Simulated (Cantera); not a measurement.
Feed: 1 mol acetone, 0.015 mol O₂, 0.48 mol H₂, at 0.0133 bar.

Equilibrium computed with Cantera from the NASA thermochemical tables; the gas is ideal and each condensed phase is pure. Candidate condensed phases: C, C₆H₆, C₇H₈, C₈H₁₈, H₂O; 110 gas species. The feed counts by its element totals alone. Rates play no part.

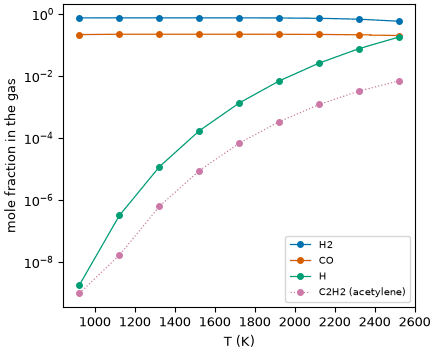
Figure: Equilibrium gas composition (values under 1e-9 drawn at 1e-9)

**Question.** Read off the mole fractions at 2323 K.

**Answer.** H₂ about 0.70, CO about 0.22, H about 0.079, C₂H₂ (acetylene) about 0.0034.
